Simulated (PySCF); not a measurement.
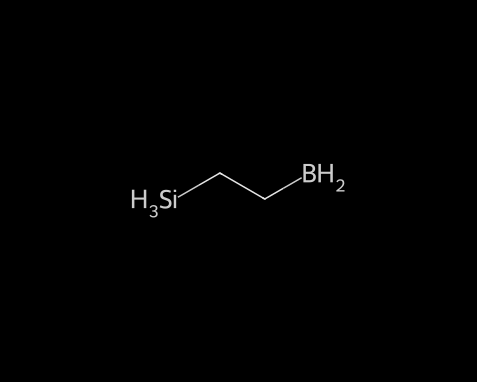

Figure made from data computed with PySCF.

Question: Give its SMILES.

Answer: BCC[SiH3]

Question: Give the formula, hydrogens included.

Answer: C2H9BSi.

Question: An optimisation with PBE0-D3(BJ)/def2-SVP gave a structure of which point group?

Answer: C1. Other conformers may differ.
